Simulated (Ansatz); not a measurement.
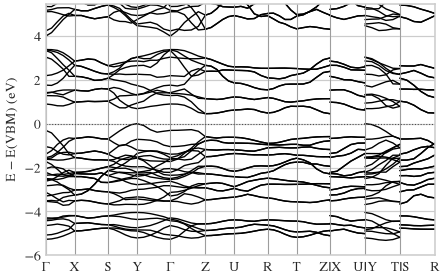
*Band structure from r²SCAN (plane waves, PAW; program Ansatz)*

The gap is 0.44 eV; an edge lies off the plotted path or next to a special point (maximum at Y, minimum on the Γ–Z line, 95 % of the way from Γ).

The material is Zn₃P₄W in space group Pmn2_1 (No. 31; Pearson symbol oP16).

The start of the workflow was typed in or built on a structure type; neither database checked (COD, Materials Project) lists it. Its standing as an ambient phase is unchecked. Symmetry was held in the r²SCAN relaxation; whether a distortion lowers the energy is not shown. The run is not spin-polarised. Spin–orbit coupling is left out wherever it is not named.

Potentials: the later of the program's two PAW sets.
